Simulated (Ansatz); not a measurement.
The calculation's input:

```
basis:
  gaussian: {orbitals: def2-SVPD}
crystal:
  periodic: [false, false, false]
  atoms:
    - {symbol: C, position_ang: [-2.848276, 1.201120, -1.955397]}
    - {symbol: C, position_ang: [-1.785507, 0.914009, -1.181854]}
    - {symbol: C, position_ang: [-1.559468, 1.201700, 0.241976]}
    - {symbol: C, position_ang: [-0.332198, 0.707904, 0.550883]}
    - {symbol: C, position_ang: [0.311700, 0.079634, -0.620144]}
    - {symbol: C, position_ang: [-0.566219, 0.212358, -1.637321]}
    - {symbol: Cl, position_ang: [0.444023, 0.768248, 2.091805]}
    - {symbol: F, position_ang: [-0.425416, -0.201940, -2.892581]}
    - {symbol: H, position_ang: [-3.720604, 1.723596, -1.555102]}
    - {symbol: H, position_ang: [-2.862888, 0.915706, -3.010296]}
    - {symbol: H, position_ang: [-2.253170, 1.712957, 0.905593]}
    - {symbol: H, position_ang: [1.293745, -0.387472, -0.633003]}
magnetization: {spin_polarized: false}
hamiltonian: {xc: pbe0}
output: {forces: true, orbitals: {seedname: orbitals}}
```

Run with:

```sh
ansatz run input.yaml --threads 4 --pin off --max-ram 7830MiB --events-out events.jsonl --progress --plain --runs-dir runs
```

Geometry: B3LYP/def2-SVP.

The calculation used isolated molecule in a Gaussian basis; Kohn-Sham density functional theory, functional PBE0 (Ansatz).

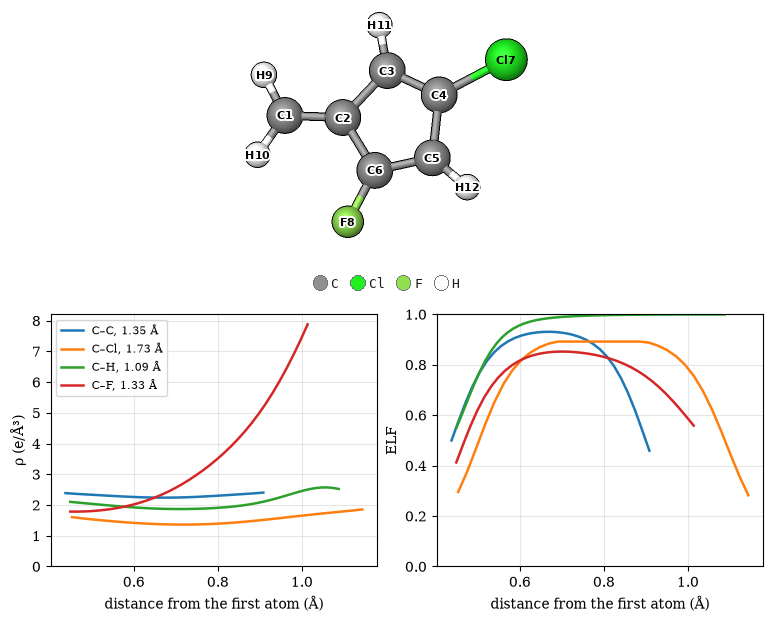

C$_{6}$H$_{4}$ClF (SMILES C=C1C=C(Cl)C=C1F). Electron density and electron localisation function along straight lines between neighbouring atoms. The curves leave out the atomic cores. The structure is drawn too.

What kind of bonding do the profiles show?

Answer. C–C (1.35 Å): the density is about 2.2 e/Å³ at the midpoint; the ELF peaks at about 0.95 between the atoms, as expected for a covalent bond.
C–Cl (1.73 Å): ρ at the midpoint is about 1.5 e/Å³; the ELF peaks at about 0.90 between the atoms; a shared electron pair.
C–H (1.09 Å): the density is about 2 e/Å³ at the midpoint; the ELF climbs to about 1 towards the hydrogen, as it does in any bond to H; an ordinary covalent bond to hydrogen.
C–F (1.33 Å): the density is about 2.3 e/Å³ at the midpoint, with its minimum of 1.8 e/Å³ about 0.5 Å from C; the ELF peaks at about 0.85 between the atoms, as expected for a polar covalent bond.
